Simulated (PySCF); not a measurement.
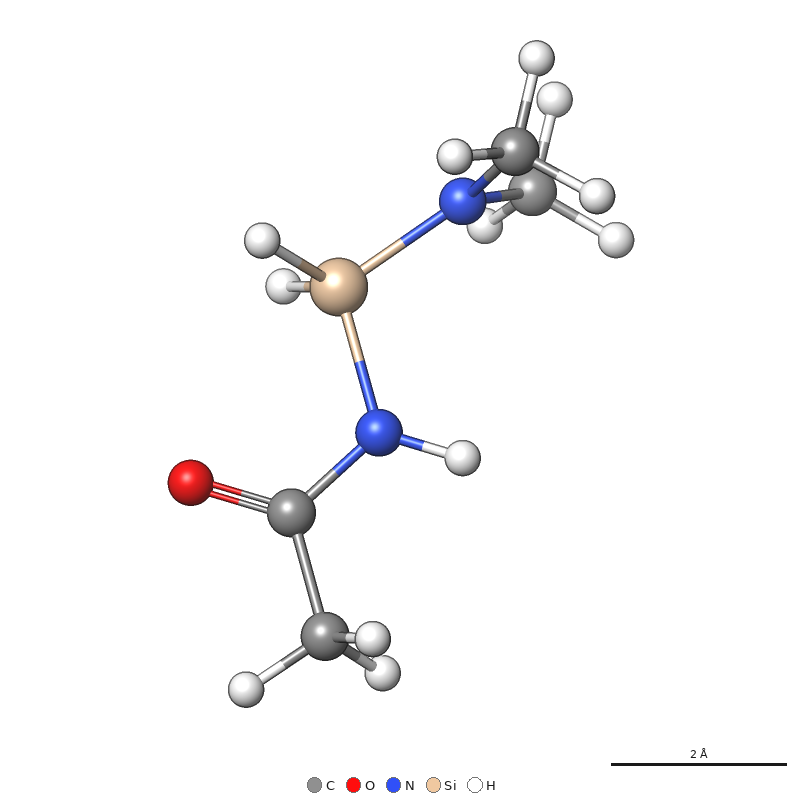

The picture shows a molecular structure as a ball-and-stick model.

Computed geometry: PBE0-D3(BJ)/def2-SVP optimisation. No frequency run is at hand to confirm it as a minimum.

Description:

The molecule is C₄H₁₂N₂OSi. SMILES: `CC(=O)N[SiH2]N(C)C`. It has no ring. Among its groups: amide, Si–H bond, Si–N bond. Coordination: 3 C tetrahedral; 1 C trigonal planar; 2 N trigonal planar; 1 Si tetrahedral.
